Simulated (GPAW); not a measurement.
CuF2 (P2_1/c), F K edge of atom 3, with 1 Cu at 1.91 Å, 1 Cu at 1.93 Å and 1 Cu at 2.31 Å (distorted trigonal planar, site symmetry 1). Method: GPAW, LDA + U (Cu 5 eV), full core hole (charged cell), 18-atom cell with 5.6 Å between holes, 3×3×3 k points, dipole transitions, Gaussian full width 0.9 eV up to 4 eV, rising linearly to 3.5 eV at 25 eV.

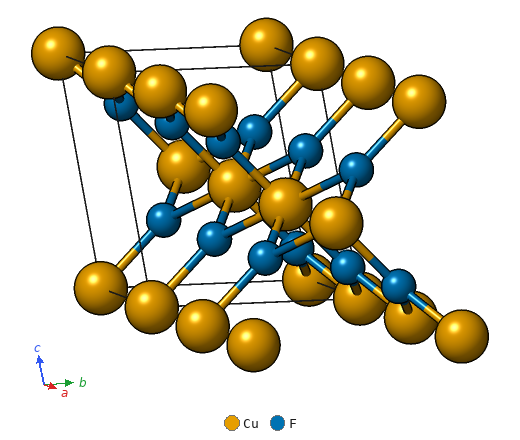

The structure (copper orange, fluorine blue). Bonds to atoms that aren't drawn are left out. 3×1×1 cells are drawn. Some periodic images of atoms are drawn too.

```xyz
6
Lattice="3.3200 0.0000 0.0000 0.0000 4.5400 0.0000 -2.7869 0.0000 4.5589" Properties=species:S:1:pos:R:3 pbc="T T T"
Cu   -1.3934    2.2700    2.2795
Cu    0.0000    0.0000    0.0000
F    -1.3796    0.9080    3.6471
F     0.5193    3.1780    3.1913
F     1.9127    3.6320    0.9118
F     0.0139    1.3620    1.3677
```

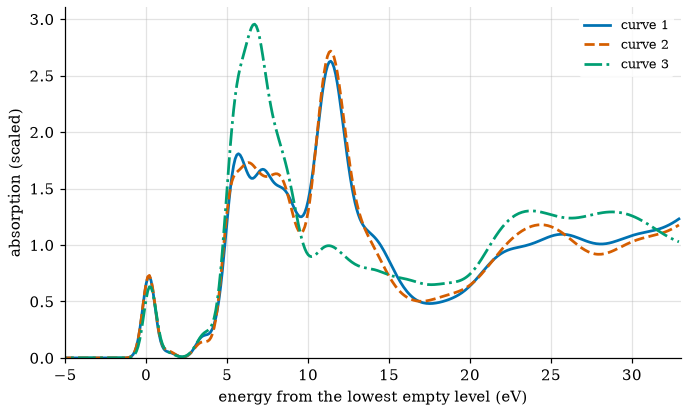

Energy from the lowest empty level; a common scale on which the isotropic spectrum has a mean of 1 over the first 20 eV.

The curves are for the electric vector along different Cartesian axes of the cell as given, averaged over the symmetry-equivalent atoms. Which is which?

Curve 1: along y, main maxima 0.2 eV (0.72), 5.7 eV (1.81), 7.2 eV (1.67) and 11.4 eV (2.63). Curve 2: along z, main maxima 0.2 eV (0.73), 6.3 eV (1.73) and 11.4 eV (2.72). Curve 3: along x, main maxima 0.2 eV (0.63), 6.7 eV (2.96), 11.3 eV (0.99) and 23.8 eV (1.30). A K edge sees empty p states; the first features are F p mixed into the empty d states of the Cu neighbours, and the broad ones above probably into the cations' higher empty bands. Each direction probes the empty orbitals that point along it. The hole lies in one spin channel, while the script sums the empty states of both and takes the lower zero; where the two channels are split, this blurs and shifts the curve. The spins start antiferromagnetically in a simple order, which needn't be the measured one; gap and edge can depend on it.

[Banner, clock and machine lines of the logs are left out without a mark of their own.]

[Logs are printed without paths, hosts, clocks, repeated set-up lines and the standing remarks that a program may print on its own settings, such as how far it seeks lower states.]

[Hosts, paths, dates, database ids (printed as entryN), source tags and the programs' standing remarks are cut or masked in the printed files.]

[Lists of maxima count a maximum above −3 eV only where it reaches 4 % of the highest in the window and stands out from its surroundings by 2 % of it (1.5 % where it reaches 55 %); shoulders and weaker maxima are passed over, and of the rest the first, up to two pre-edge ones and the few strongest are named.]
